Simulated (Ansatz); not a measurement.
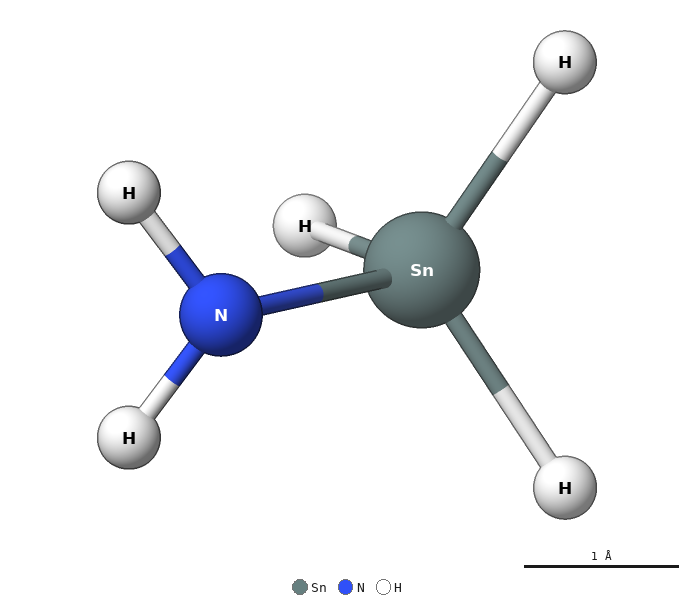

A ball-and-stick model of a molecule.

The computed structure is the end point of a PBE0-D4/def2-TZVP optimisation.

Description:

Formula H5NSn. The point group is Cs. Coordination: 1 Sn tetrahedral; 1 N trigonal pyramidal.

More results for the same structure follow; atom numbers are the same in all pictures, views and colours differ.

Shape

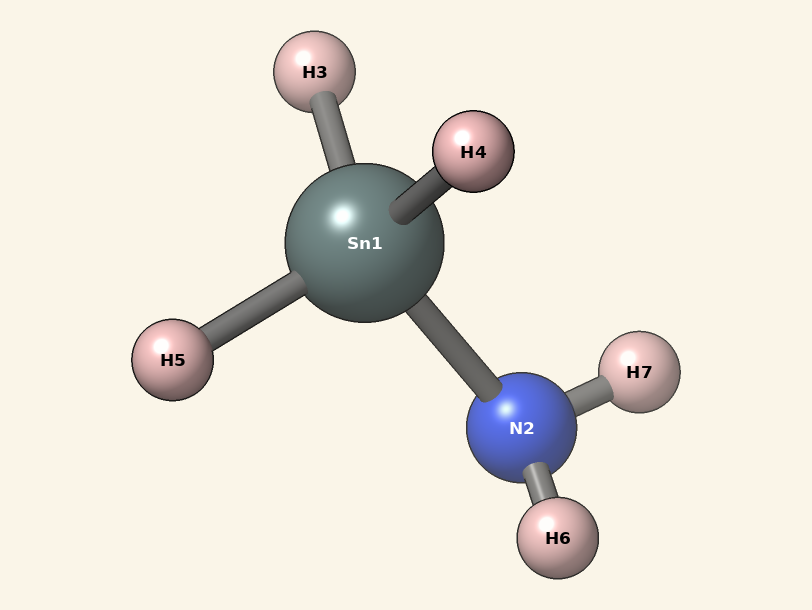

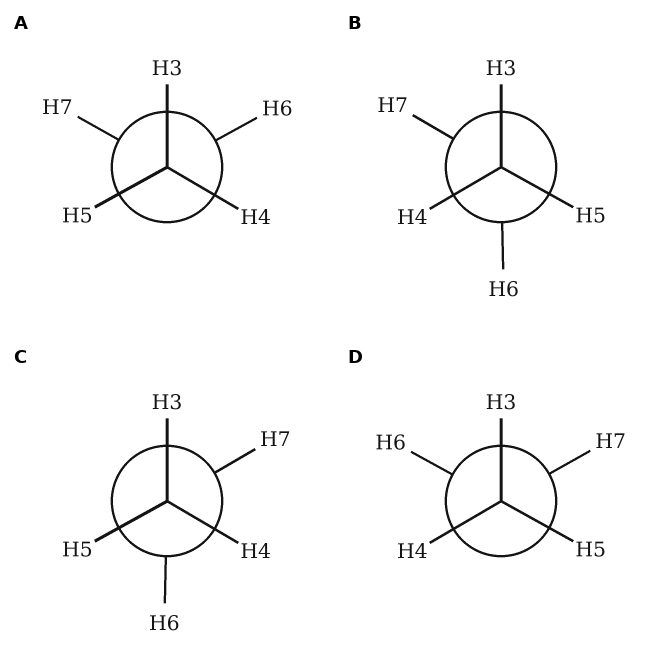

Atoms fade into the background with distance from the viewer. Bonds that would overlap in a projection are set slightly apart.

Question: Which Newman projection shows the view along Sn1–N2, with Sn1 in front?

Answer: C. The torsion angle H3–Sn1–N2–H6 is −179°, antiperiplanar (anti).

Electronic properties

Properties computed with CCSD(T)/CBS estimate, frozen core: MP2 correlation extrapolated from def2-TZVPP and def2-QZVPP, CCSD(T) minus MP2 from the smaller set, core potentials on Sn (Ansatz 0.2.0).

Question: Estimate the T1 diagnostic.

Answer: 0.013.

Dipole moment

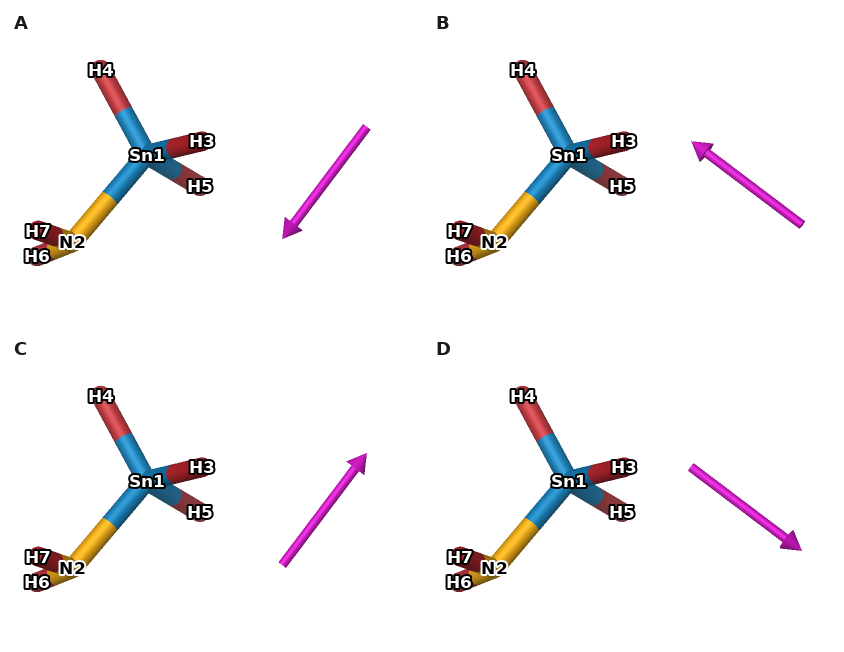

The same molecule four times, each with an arrow. Method: RKS PBE0-D4/def2-TZVP, core potentials on Sn (Ansatz 0.2.0).

Question: Which arrow points along the dipole moment, from the negative to the positive end?

Answer: B. The dipole moment is 1.12 D; it points from the side of H3, H5 to the side of H4 (the outermost atoms at the two ends).

Vibrations

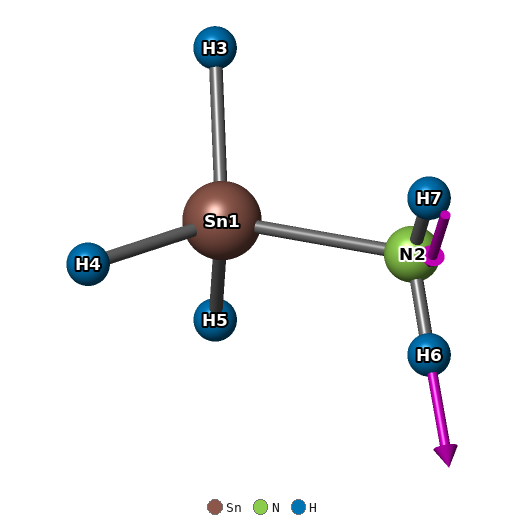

The arrows show one normal mode. Harmonic vibrations computed with RKS PBE0-D4/def2-TZVP, core potentials on Sn (Ansatz 0.2.0) at a stationary point of the same level.

Question: What kind of motion is it?

Answer: Mostly out-of-phase stretching of 2 N–H bonds.

Question: At what wavenumber does it lie?

Answer: 3633 cm⁻¹; it is mode 15 of 15 counted from the lowest.

Thermal motion

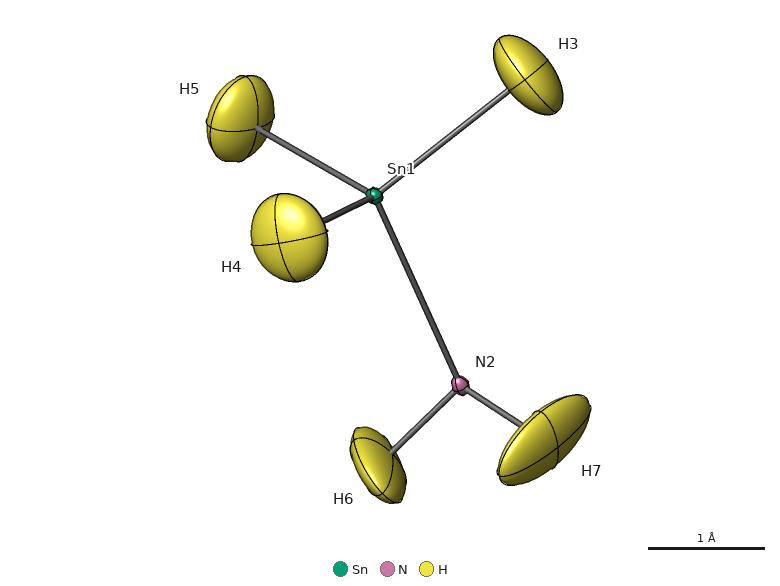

Displacement ellipsoids at the 50 % level, enlarged 1.5 times, from the internal vibrations of the free molecule (harmonic, no overall translation or rotation; no half-axis is drawn under 0.075 Å). Vibrations computed with RKS PBE0-D4/def2-TZVP, core potentials on Sn (Ansatz 0.2.0). Temperature: 0 K (zero-point motion alone).

Question: Which atom has the largest mean-square displacement?

Answer: H6, H7, with U_eq = 0.0286 Å².

Question: Does H6 move more along its bond or across it?

Answer: Across it: the root-mean-square amplitude is 0.070 Å along the bond and up to 0.249 Å across, since bending and torsion are softer than stretching.

Give the displacement parameters, one line for each set of equivalent atoms.

```json
{"atom": "Sn1", "U_eq (Å²)": "0.00002", "rms amplitudes (Å)": "0.003, 0.003, 0.006"}
{"atom": "N2", "U_eq (Å²)": "0.00087", "rms amplitudes (Å)": "0.019, 0.022, 0.042"}
{"atom": "H3, H5", "U_eq (Å²)": "0.0204", "rms amplitudes (Å)": "0.092, 0.151, 0.173"}
{"atom": "H4", "U_eq (Å²)": "0.0203", "rms amplitudes (Å)": "0.093, 0.155, 0.168"}
{"atom": "H6, H7", "U_eq (Å²)": "0.0286", "rms amplitudes (Å)": "0.069, 0.138, 0.249"}
```
